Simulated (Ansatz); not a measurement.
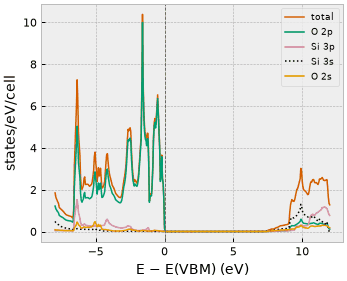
Figure: Total and projected density of states of SiO2 in space group Cmce (No. 64; Si on 4a, O on 8f), plane-wave PAW r²SCAN (Ansatz code)

Which orbitals carry the states next to the gap?

Top 1 eV of the valence band: O 2p 97 %. Bottom 1 eV of the conduction band: Si 3s 48 %, O 2s 27 %, O 2p 11 %, Si 3p 6 %, outside the projected shells 7 %. Projections are on Löwdin-orthogonalised atomic valence shells; empty p or d shells of many metals are not among them.

Where is the tallest occupied peak in this window, and what makes it?

Near -1.6 eV, about 10 states/eV per cell; the largest projected share is O 2p.

The cell is a constructed one: a structure type filled with these elements; the Crystallography Open Database copy checked does not list it. It is not the phase usual at ambient conditions (space group No. 92, 152, 154). Symmetry was held in the r²SCAN relaxation. At this level the phase is mechanically unstable. The volume moved by 35 % from the start of the relaxation.

Potentials: the later of the program's two PAW sets.
